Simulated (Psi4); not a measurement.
**r2SCAN/def2-SVPD run of C2HBF2 (SMILES C#CB(F)F)**

What is the vertical singlet–triplet gap of C2HBF2 at r2SCAN/def2-SVPD? 

The calculation is run with Psi4 1.11.

2 further runs of the same task are left out: 2 set aside as unsound or not needed.

## Step 1: The molecule

The species is C2HBF2 (6 atoms), meant as a singlet with charge 0. SMILES: `C#CB(F)F`. The coordinates come from a PBE0-D4/def2-TZVP relaxation.

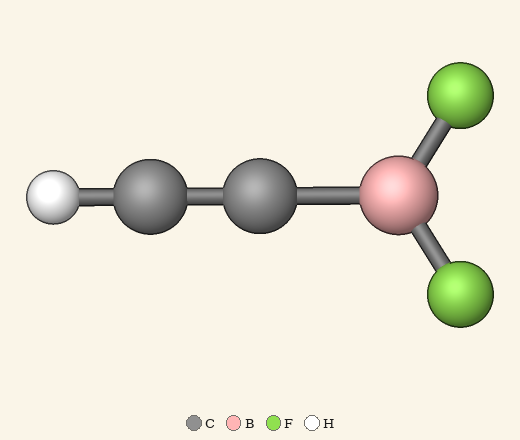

Viewed from a chosen angle; carbon grey, boron pink, fluorine green, hydrogen white.

## Step 2: A single-point energy at r2SCAN/def2-SVPD

Input file job.json:

```json
{
 "schema_name": "qcschema_input",
 "schema_version": 1,
 "molecule": {
  "schema_name": "qcschema_molecule",
  "schema_version": 2,
  "symbols": ["C", "C", "B", "F", "F", "H"],
  "geometry": [-1.66995098, 0.85188854, 2.36858272, -0.41309413, 0.20068891, 0.58902763, 1.17540965, -0.62209784, -1.65993543, 0.29026193, -2.22893196, -3.33839017, 3.4803086, 0.24887693, -1.99196031, -2.78356658, 1.42863295, 3.94555918],
  "molecular_charge": 0,
  "molecular_multiplicity": 1,
  "fix_symmetry": "c1",
  "fix_com": true,
  "fix_orientation": true
 },
 "driver": "energy",
 "model": {
  "method": "r2scan",
  "basis": "def2-SVPD"
 },
 "keywords": {
  "puream": true,
  "e_convergence": 1e-09,
  "d_convergence": 1e-08,
  "scf_type": "pk",
  "dft_radial_points": 99,
  "dft_spherical_points": 590,
  "scf_properties": ["MAYER_INDICES", "DIPOLE", "MULLIKEN_CHARGES"]
 }
}
```

The run is started by

```console
$ psi4 --qcschema job.json -n 1 --memory 1600MB
```

stdout:

```text
[...]
  Running in c1 symmetry.
[...]
  Nuclear repulsion =  133.521777317090567
[...]
  Multiplicity = 1
[...]
  Nalpha       = 18
  Nbeta        = 18
[...]
    Number of basis functions: 114
[...]
   @RKS iter   1:  -300.81591800536756   -4.29193e-01   6.02552e-03 DIIS/ADIIS
[...]
   @RKS iter  12:  -301.04281801502782   -1.13687e-13   9.06678e-10 DIIS
[...]
    Orbital Energies [Eh]
    ---------------------
    Doubly Occupied:
       1A    -24.529228     2A    -24.529181     3A    -10.088983
       4A    -10.064921     5A     -6.772334     6A     -1.196859
       7A     -1.167923     8A     -0.737076     9A     -0.575171
      10A     -0.536076    11A     -0.510939    12A     -0.494579
      13A     -0.468493    14A     -0.414556    15A     -0.396809
      16A     -0.393383    17A     -0.301510    18A     -0.292241
[...]
  @RKS Final Energy:  -301.04281801502782
   => Energetics <=
    Nuclear Repulsion Energy =            133.5217773170905673
    One-Electron Energy =                -678.8477734668049379
    Two-Electron Energy =                 280.2786372586865014
    DFT Exchange-Correlation Energy =     -35.9954591239999644
    Empirical Dispersion Energy =           0.0000000000000000
    VV10 Nonlocal Energy =                  0.0000000000000000
    Total Energy =                       -301.0428180150278195
[...]
 Multipole Moments:
 ------------------------------------------------------------------------------------
     Multipole            Electronic (a.u.)      Nuclear  (a.u.)        Total (a.u.)
 ------------------------------------------------------------------------------------
 L = 1.  Multiply by 2.5417464519 to convert [e a0] to [Debye]
 Dipole X            :        -24.9612576           24.5303458           -0.4309118
 Dipole Y            :         13.4103588          -13.1868868            0.2234720
 Dipole Z            :         35.1920814          -34.5816102            0.6104712
 Magnitude           :                                                    0.7799357
[...]
  Mulliken Charges: (a.u.)
   Center  Symbol    Alpha    Beta     Spin     Total
       1     C     3.32365  3.32365  0.00000 -0.64730
       2     C     2.57612  2.57612  0.00000  0.84776
       3     B     2.21963  2.21963  0.00000  0.56075
       4     F     4.67978  4.67978  0.00000 -0.35956
       5     F     4.67970  4.67970  0.00000 -0.35940
       6     H     0.52112  0.52112  0.00000 -0.04224
   Total alpha = 18.00000, Total beta = 18.00000, Total charge = -0.00000
  Mayer Bond Indices:
[...]
```

The result, in JSON:

```text
{
 "driver": "energy",
 "model": {
  "method": "r2scan",
  "basis": "def2-SVPD"
 },
 "success": true,
 "return_result": -301.0428180150278,
 "properties": {
  "calcinfo_nbasis": 114,
  "calcinfo_nmo": 114,
  "calcinfo_nalpha": 18,
  "calcinfo_nbeta": 18,
  "calcinfo_natom": 6,
  "nuclear_repulsion_energy": 133.52177731709057,
  "return_energy": -301.0428180150278,
  "scf_one_electron_energy": -678.8477734668049,
  "scf_two_electron_energy": 280.2786372586865,
  "scf_xc_energy": -35.995459123999964,
  "scf_dipole_moment": [-0.4309118176669706, 0.22347195010553023, 0.6104711776447118],
  "scf_total_energy": -301.0428180150278,
  "scf_iterations": 12
 }
}
```

Wall time 29 s (1 thread of AMD EPYC 9R45 (Zen 5), shared host); peak memory 0.66 GiB.

## Step 3: The triplet

Input file job.py:

```python
import psi4

psi4.set_memory('1600 MB')
psi4.set_num_threads(1)
psi4.set_output_file('output.dat', False)

molecule = psi4.geometry("""
0 3
C     -0.883700     0.450800     1.253400
C     -0.218600     0.106200     0.311700
B      0.622000    -0.329200    -0.878400
F      0.153600    -1.179500    -1.766600
F      1.841700     0.131700    -1.054100
H     -1.473000     0.756000     2.087900
symmetry c1
""")

options = {'reference': 'uks', 'puream': True, 'e_convergence': 1e-09, 'd_convergence': 1e-08, 'scf_type': 'pk', 'dft_radial_points': 99, 'dft_spherical_points': 590, 'maxiter': 100}
psi4.set_options(options)

e, wfn = psi4.energy('r2scan/def2-SVPD', return_wfn=True)
print(f'r2scan/def2-SVPD energy: {e:.10f} Eh')
```

The run is started by

```console
$ python job.py
```

output.dat:

```text
[...]
  Running in c1 symmetry.
[...]
  Nuclear repulsion =  133.521777161654995
[...]
  Multiplicity = 3
[...]
  Nalpha       = 19
  Nbeta        = 17
[...]
    Number of basis functions: 114
[...]
   @UKS iter   1:  -300.67563926348294   -2.88914e-01   5.29045e-03 DIIS/ADIIS
[...]
   @UKS iter  17:  -300.85798698399748    5.68434e-14   3.60986e-09 DIIS
[...]
   @S^2 Observed:                2.008551052E+00
[...]
    Orbital Energies [Eh]
    ---------------------
    Alpha Occupied:
       1A    -24.501826     2A    -24.501786     3A    -10.135422
       4A    -10.127455     5A     -6.723650     6A     -1.170152
       7A     -1.141721     8A     -0.820205     9A     -0.592299
      10A     -0.536604    11A     -0.497906    12A     -0.486890
      13A     -0.447989    14A     -0.395035    15A     -0.389860
      16A     -0.384294    17A     -0.366889    18A     -0.356274
      19A     -0.120910
    Alpha Virtual:
      20A     -0.087544    21A      0.022924    22A      0.040621
      23A      0.060773    24A      0.075376    25A      0.113617
[...]
  @UKS Final Energy:  -300.85798698399748
   => Energetics <=
    Nuclear Repulsion Energy =            133.5217771616549953
    One-Electron Energy =                -678.7507118302078197
    Two-Electron Energy =                 280.4049302739377936
    DFT Exchange-Correlation Energy =     -36.0339825893824468
    Empirical Dispersion Energy =           0.0000000000000000
    VV10 Nonlocal Energy =                  0.0000000000000000
    Total Energy =                       -300.8579869839974776
[...]
 Multipole Moments:
 ------------------------------------------------------------------------------------
     Multipole            Electronic (a.u.)      Nuclear  (a.u.)        Total (a.u.)
 ------------------------------------------------------------------------------------
 L = 1.  Multiply by 2.5417464519 to convert [e a0] to [Debye]
 Dipole X            :          2.2588710           -3.0839325           -0.8250615
 Dipole Y            :         -1.1699934            1.5975756            0.4275822
 Dipole Z            :         -3.1979982            4.3665212            1.1685230
 Magnitude           :                                                    1.4929833
[...]
```

On the terminal:

```text
r2scan/def2-SVPD energy: -300.8579869840 Eh
```

Wall time 67 s (1 thread of AMD EPYC 9R45 (Zen 5), shared host); peak memory 0.65 GiB.

## Step 4: Outcome

At r2SCAN/def2-SVPD:

| quantity | value |
| --- | --- |
| singlet: total energy | -301.04282 Eh |
| singlet: dipole moment | 1.98 D |
| singlet: HOMO energy | -7.95 eV |
| singlet: LUMO energy | -2.27 eV |
| singlet: HOMO–LUMO gap | 5.68 eV |
| triplet: total energy | -300.85799 Eh |
| triplet: dipole moment | 3.79 D |
| triplet: HOMO energy (highest over α and β) | -3.29 eV |
| triplet: ⟨S²⟩ | 2.009 |
| vertical energy of the triplet above the singlet | 5.030 eV |

At this shape the triplet lies 5.03 eV (485 kJ/mol) above the singlet.
